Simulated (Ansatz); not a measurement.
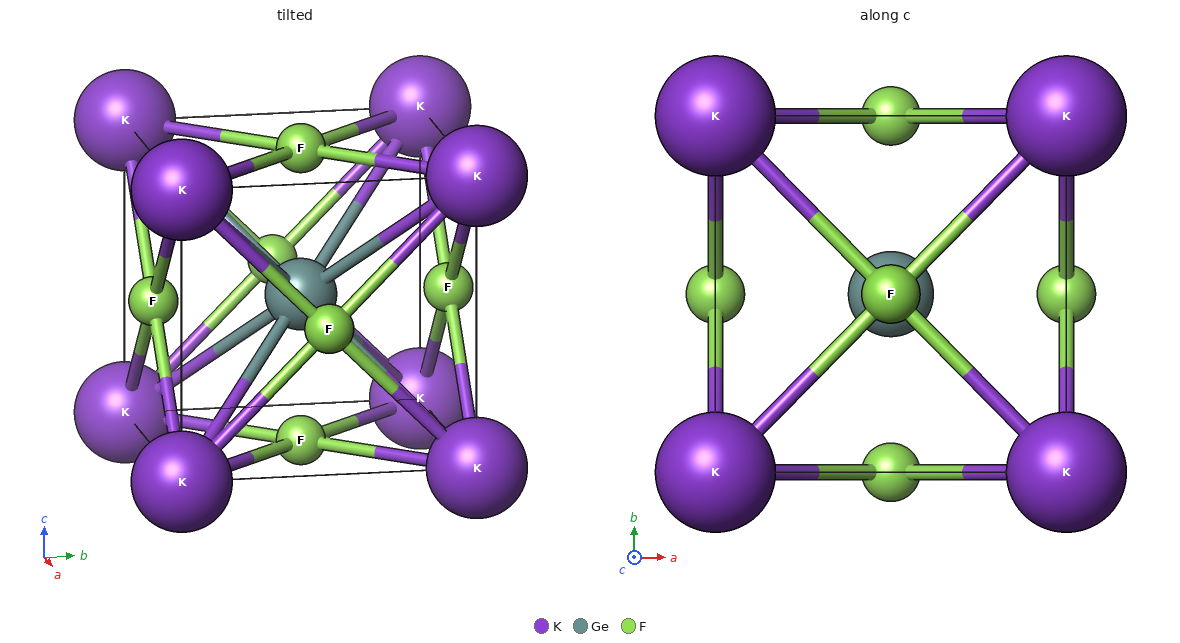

A ball-and-stick picture of a crystal structure, seen slightly off an axis and along the c axis. Lines trace the edges of the unit cell.

KGeF$_{3}$, a = 4.322 Å, b = 4.388 Å, c = 4.388 Å, α = 90.00°, β = 90.00°, γ = 90.00°. Strictly the space group is P4/mmm (No. 123, within 0.01 Å). It is a distorted form of a primitive cubic structure, space group Pm-3m (No. 221) within 0.25 Å: cubic perovskite. It goes back to a structure type filled with these elements by a generator (whether the compound takes this form wasn't checked). The cell was then strained or its atoms displaced on purpose. An electronic-structure calculation with Ansatz was run on it.

This one geometry was computed with Ansatz (DFT, plane waves, PAW) at three levels of theory: PBE, HSE06 and r2SCAN. It was relaxed with r2SCAN and then strained.

### Which level gives the highest pressure at this volume, and what does that say about its equilibrium volume?

Highest: PBE (3.4 GPa), which points to the largest equilibrium volume. Lowest, with the smallest volume: r2SCAN (0.9 GPa). Levels within 0.5 GPa of each other can't be told apart.

### How does the band gap change with the level of theory?

PBE: a gap of 1.67 eV, direct; r2SCAN: a gap of 1.91 eV, direct; HSE06: a gap of 2.58 eV, direct.

### Collect the results in a table.

| level | cutoff (eV) | k-mesh of the run's cell | gap (eV) | pressure (GPa) |
| --- | --- | --- | --- | --- |
| PBE | 420 | 6×6×6 | 1.67 | 3.4 |
| HSE06 | 420 | 4×4×4 | 2.58 | 2.2 |
| r2SCAN | 500 | 6×6×6 | 1.91 | 0.9 |

Gaps are taken on the k-mesh or band path of each run.
